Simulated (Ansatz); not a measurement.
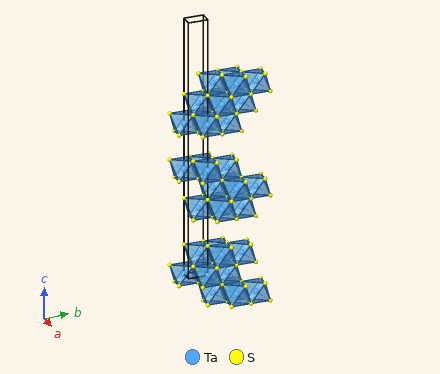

Polyhedra are drawn about Ta (bonds: S–Ta below 2.8 Å); other atoms are plain spheres.

The compound is Ta3S4 (space group R-3m, No. 166), taken as the end point of a relaxation with DFT PBE, scalar-relativistic, plane waves, PAW (Ansatz 0.2.0); the starting structure was generated, so it need not be a known form of this composition.

Question: What figure surrounds each Ta atom, and what does it share with the other drawn polyhedra?

Answer: Ta(3a): TaS6 octahedron, sharing edges with twelve neighbours and corners with six neighbours; Ta(6c): TaS6 octahedron, sharing edges with nine neighbours and corners with three neighbours.

Question: How do these polyhedra hang together as a whole?

Answer: They form layers of corner- and edge-sharing octahedra parallel to (001).
